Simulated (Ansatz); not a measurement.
**Fields on a plane of Rb (bcc, W type)**

```
CELL_PARAMETERS angstrom
     -2.83552     2.83552     2.83552
      2.83552    -2.83552     2.83552
      2.83552     2.83552    -2.83552
ATOMIC_POSITIONS crystal
  Rb 0.00000 0.00000 0.00000
```

The slice is a {211} plane (indices of the conventional cell) through the point (0.000, 0.000, 0.000) (fractional), spanned by u = [111] and v = [1 0 -1] in vectors of this cell: u (4.91 Å) and v (8.02 Å, at 90° to u). It covers one period; positions are fractions (u, v).

Atoms on it: Rb at (0.00, 0.00).

Computed with PBE (plane waves to 420 eV, PAW, scalar-relativistic; Ansatz, a quantum-chemistry and plane-wave program). k mesh 12×12×12. Near the nuclei the fields are pseudised (PAW); where an atom keeps semicore shells as valence, they peak there. Rb was relaxed with its symmetry unable to fall. The PAW data are Ansatz's earlier set.

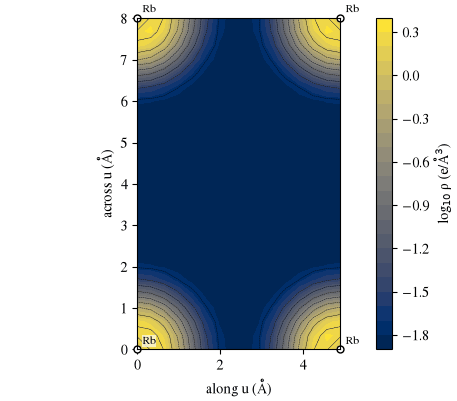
Figure. Log₁₀ of the valence density in e/Å³, one period of the plane, atoms marked. The scale is logarithmic, as a density can span decades between atoms and voids.

```
|xx@@=  ..  =@@x|
|@@@#:  ..  :#@@|
|@@#-   ::   -#@|
|=-.   .--.   .-|
|     .-==-.    |
|    :-=++=-:   |
|..:--==++==--:.|
|===============|
|===----------==|
|==-::::::::::-=|
|==-:........:-=|
|=--:........:--|
|==-:........:-=|
|==-::::::::::-=|
|===----------==|
|===============|
|..:--==++==--:.|
|    :-=++=-:   |
|     .-==-.    |
|=-.   .--.   .-|
|@@#-   ::   -#@|
|@@@#:  ..  :#@@|
|xx@@=  ..  =@@x|
|xx@@+  ..  +@@x|
```
Scale: ten equal steps from 0.04 (start of ' ') to 0.87 (end of '@'), in the order ' .:-=+*#%@'. Values: electron localisation function (ELF). The map has 15 points along u (one character each, u = 0 at the left) and 24 along v (v = 0 in the bottom row). Points within 0.5 Å of a nucleus are blanked (x), as the pseudised field means little there.
